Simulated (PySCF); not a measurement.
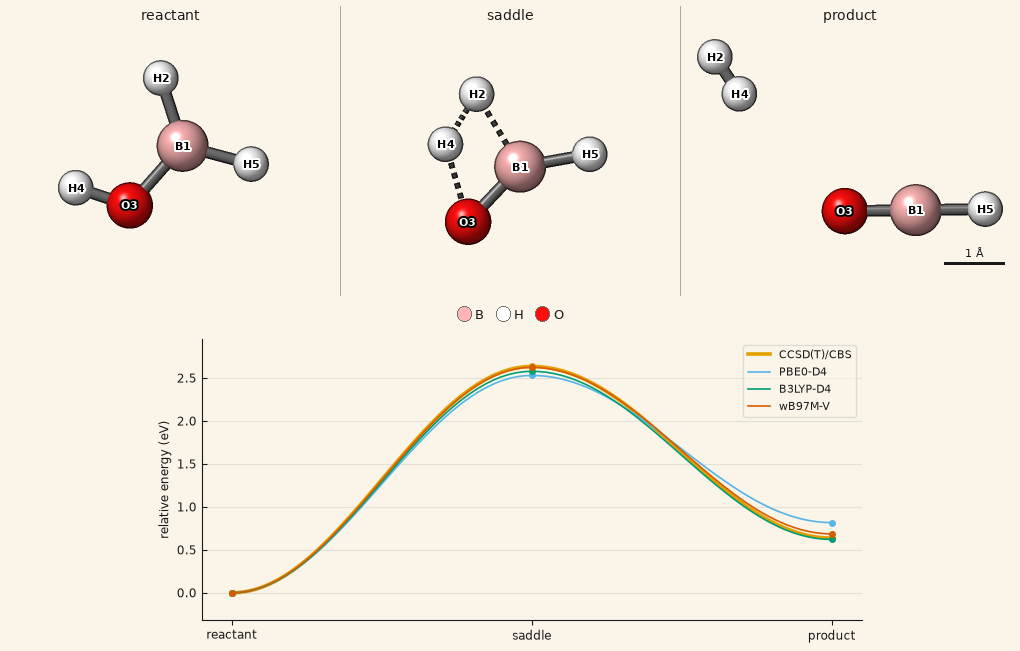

A reaction step of BH₃O, with its energy diagram. The picture is a ball-and-stick view, seen face on. Dashed sticks mark bonds that form or break.

Stationary points at PBE0-D4/def2-TZVP, single-point energies with CCSD(T)/CBS, PBE0-D4, B3LYP-D4, wB97M-V (def2-TZVPP where no basis is named; PySCF 2.14.0). The energies are electronic, without zero-point or thermal terms, and both ends are the minima reached downhill from the saddle, with any fragments still in contact. CCSD(T)/CBS stands for a frozen-core estimate: MP2 correlation extrapolated from def2-TZVPP and def2-QZVPP, CCSD(T) minus MP2 from the smaller set.

Question: What happens, and what does it cost?

Answer: Counted by bonded pieces, the reactant holds BH₃O and the product holds BHO + H₂. From the reactant over the saddle to the product, a bond forms: H2–H4 (2.35 → 1.00 → 0.75 Å). Bonds break: B1–H2 (1.20 → 1.43 → 4.26 Å), O3–H4 (0.96 → 1.36 → 2.66 Å). The saddle has one imaginary mode, 1721i cm⁻¹. With CCSD(T)/CBS the barrier is 2.64 eV from the reactant and 2.00 eV from the product, and the product lies 0.64 eV above the reactant.

```csv
level,barrier from the reactant (eV),barrier from the product (eV),the product less the reactant (eV)
CCSD(T)/CBS,2.64,2.00,0.64
PBE0-D4,2.53,1.71,0.82
B3LYP-D4,2.58,1.96,0.62
wB97M-V,2.63,1.94,0.69
```

Against CCSD(T)/CBS, wB97M-V comes closest on the barrier from the reactant (−0.01 eV) and PBE0-D4 misses most (−0.10 eV).
